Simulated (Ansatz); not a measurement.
The reference is AgI in the zinc blende structure (space group F-43m, No. 216; a = 6.450 Å).

The same geometry is solved again with PBEsol+SOC.

Levels (all Ansatz, a program for electronic structure, PAW): PBEsol+SOC (420 eV, with spin-orbit coupling); PBEsol (420 eV, without spin-orbit coupling).

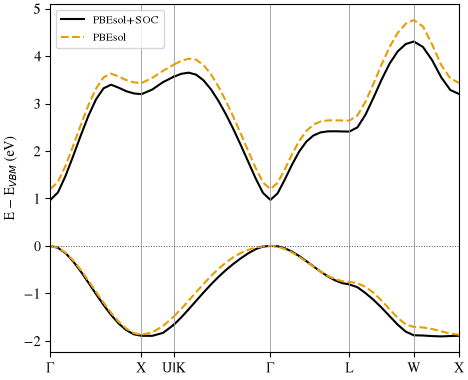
Highest valence and lowest conduction band along the path, each from its own valence-band maximum

### Question
From the figure, how large is the PBEsol+SOC gap, and is it direct?

### Answer
About 1.0 eV, direct at Γ.

Single points use the geometry relaxed with PBEsol. The spin-orbit shifts are approximate. With I present, leaving out spin-orbit coupling can change the band edges. Stability against distortions was not tested.
